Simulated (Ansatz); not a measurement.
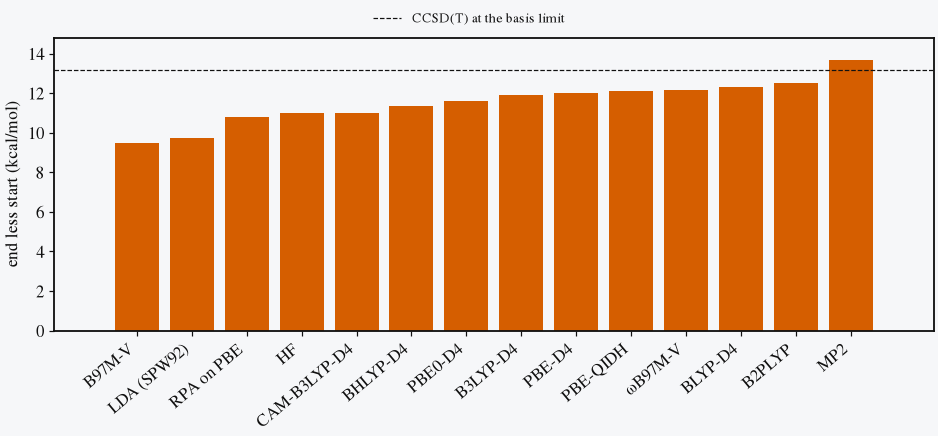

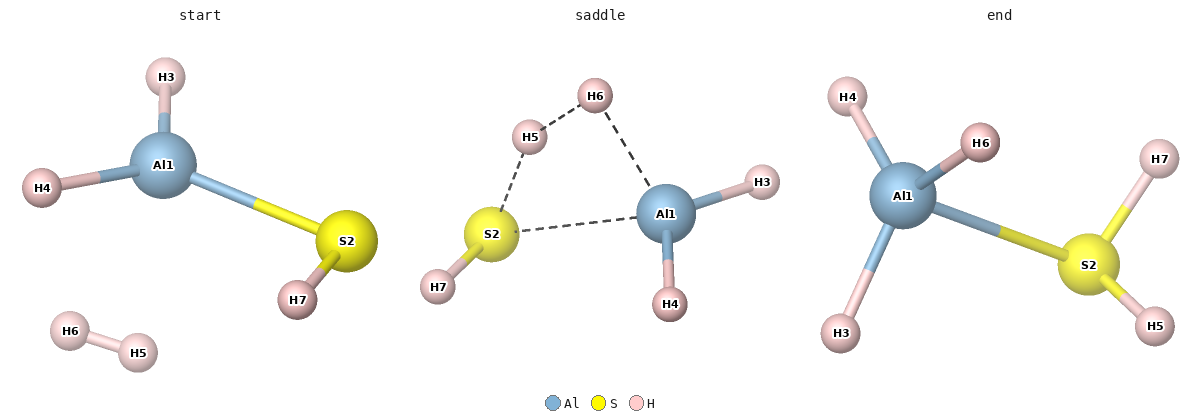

Energy change in one step of AlH₅S, singlet at several levels. In the step Al1–H6 (2.41 → 1.70 → 1.60 Å) and S2–H5 (3.17 → 1.57 → 1.34 Å) form; H5–H6 (0.75 → 1.19 → 3.19 Å) breaks; Al1–S2 (2.19 → 2.43 → 2.53 Å) lengthens (lengths at start, saddle and end; changes of bond order aren't listed). Electronic energies at PBE0-D4/def2-TZVP geometries, energies in def2-TZVPP, the Ansatz code 0.2.0; cores frozen in correlated methods, no zero-point terms. Start and end are the structures at the ends of the path (complexes, where there are several molecules). The line is the MP2 basis limit plus CCSD(T) less MP2 in triple zeta. RPA on PBE, PBE-QIDH and B2PLYP hold a correlation term that converges slowly with the basis, so part of the distance to the limit is basis error. No dispersion term is added to PBE-QIDH and B2PLYP. The distance of MP2 to the limit includes basis error. The limit lies 1.3 kcal/mol from CCSD(T) in triple zeta, so the line itself is uncertain by a part of that.

Q: Which level comes closest to the line (CCSD(T) at the basis limit), and which misses most?

A: Closest MP2 (13.7 kcal/mol), against 13.2 kcal/mol; farthest B97M-V (9.5 kcal/mol).

Q: What range do the values span, the line included?

A: From 9.5 kcal/mol (B97M-V) to 13.7 kcal/mol (MP2).
